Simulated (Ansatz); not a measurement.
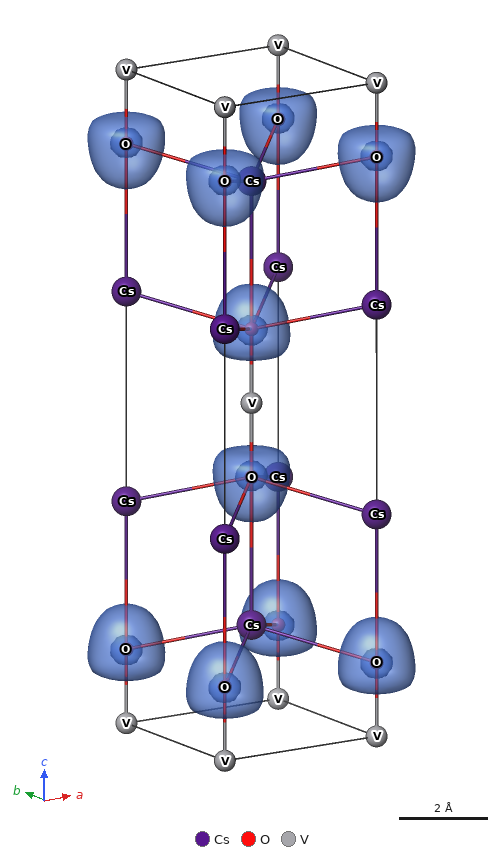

Figure 1: Cs$_{2}$VO$_{2}$. Isosurface of the ELF at 0.7 (blue), seen at an oblique angle. Only the valence region is drawn (cores and ρ < 0.01 e/Å³ removed). Sticks mark near contacts.

Space group I4/mmm; built by placing these elements on a known structure type; computed without spin polarisation.

Method: DFT, PAW plane waves, r2SCAN (Ansatz).

Where are the electrons localised?

The ELF exceeds this value in four regions wrapped around O (the valence shell of each), counted in one cell of 10 atoms. Regions shared between cells count once. Along the contacts the grid gives the following. V–O (1.75 Å): the ELF peaks at about 0.80 in the valence shell of O, 0.5 Å from its nucleus, and is about 0.25 at the midpoint; no shared electron pair shows on this line. Cs–O (3.01 Å): the ELF is about 0.10 at the midpoint: no localised pair shows between them.
